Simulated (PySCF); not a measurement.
Sn(Cl)(Br)2(NH2), SMILES [NH2][Sn]([Cl])([Br])[Br] (H2Br2ClNSn), singlet at its PBE0/def2-SVP optimised geometry (Å):

```
7

N     -1.0377     0.6894     0.0000
Sn    -0.4188    -1.2297     0.0000
Cl    -1.2199    -2.2280     1.9459
Br     2.0484    -1.2297     0.0000
Br    -1.2097    -2.6187    -1.9013
H     -2.0484     0.7693    -0.1127
H     -0.5904     1.2297    -0.7405
```

Calculation: PBE0/def2-TZVP, def2 effective core potentials past Kr (PySCF). The core electrons that the potentials of Sn replace are not part of the density.

Map of the Laplacian of the electron density (e/bohr⁵) on the plane z = 1.2 Å:

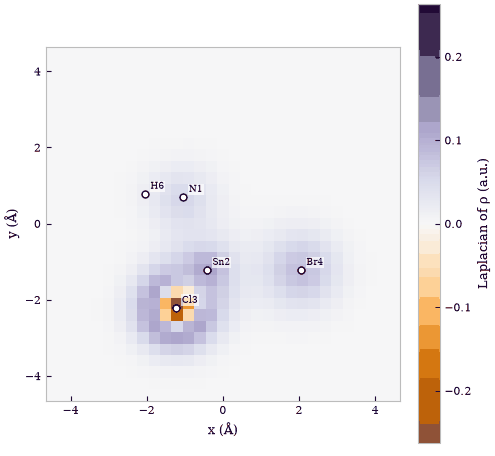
Fig. 1. Laplacian of the electron density (e/bohr⁵) on the plane z = 1.2 Å.
